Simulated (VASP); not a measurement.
Band structure of MnB (relaxed from the zinc blende structure, space group F-43m). Computed with r2SCAN meta-GGA, VASP's PBE PAW potentials (set 64) (plane waves; VASP).

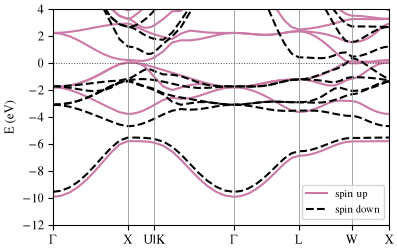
Fig. 1. Bands along high-symmetry lines, zero at the valence-band maximum or, without a gap, the Fermi level

**Question.** Read the plot: is there a gap, and where are the band edges?

**Answer.** It has no gap at this level: it comes out as a metal or semimetal.

The structure was generated: MnB was put into the zinc blende type (F-43m), which need not be its known phase. It was relaxed first, which changed the volume by -30 %.
